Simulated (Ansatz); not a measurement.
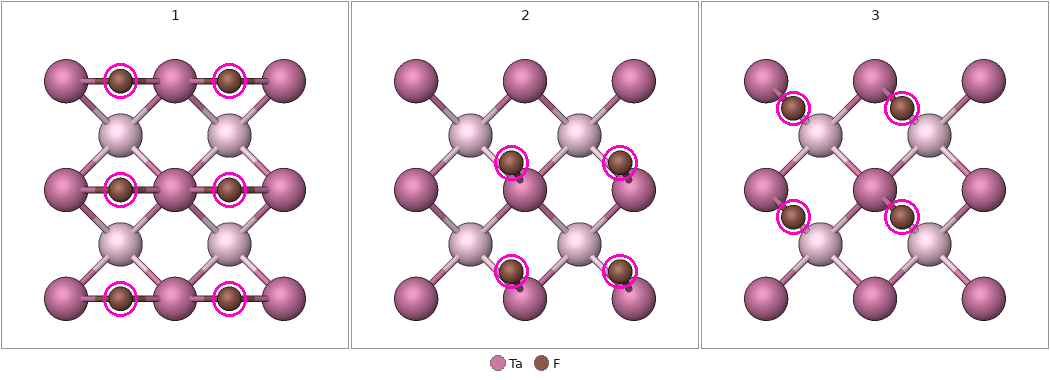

F on a Ta(100) slab cut from the Im-3m phase, its upper half relaxed before the scan (4 atoms of substrate and one adsorbate in a 1 × 1 cell). F is moved over the surface cell; relaxed at each place: the height of the adsorbate's atoms; substrate rigid; the origin of the map has the adsorbate above Ta4. Places are given modulo a cell vector. The map is drawn in real space over the plane of the surface. Grid: 8 × 8 points; 15 points were computed and 49 follow by symmetry. Energies are in eV, from the lowest grid point. With one adsorbate in each 1 × 1 cell, its nearest image is 3.3 Å away, so neighbouring adsorbates interact. Method: DFT LDA, scalar-relativistic, plane waves, PAW (Ansatz 0.2.0). Settings: cutoff 420 eV, k-mesh 8×8×1, gaussian smearing 0.1 eV, no spin polarisation.

The numbered pictures are structures from this grid. Rings mark the moved atoms.

Which is the most stable, and how do the others follow?

1, at a bridge site between two Ta atoms, (4/8, 0/8) of the cell vectors: 0.030 eV; 2, at (7/8, 2/8) of the cell vectors [nearest 1 Ta at 1.89 Å]: 0.13 eV; 3, at (2/8, 6/8) of the cell vectors [nearest 1 Ta at 1.93 Å]: 0.24 eV.

The map, with the structures marked:

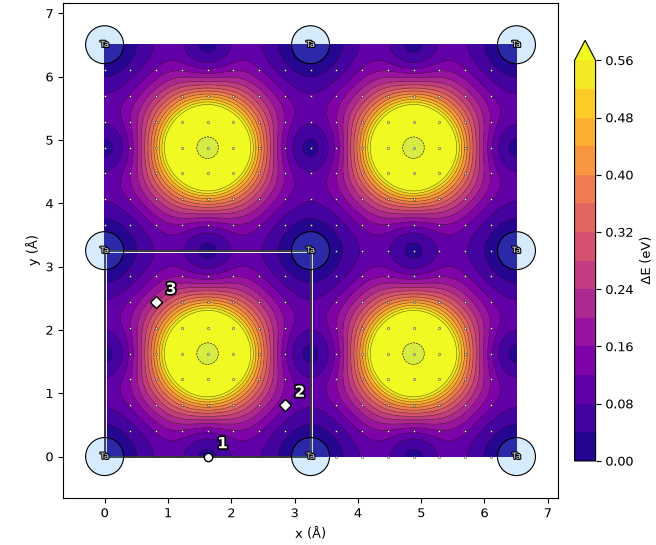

In the figure: filled contours, dots at the grid points, labelled circles for the atoms of the top layer and small ones for the second layer, the outline of one cell of the 2 × 2 shown, one colour for all values above the top of the scale. Between grid points the surface is interpolated.
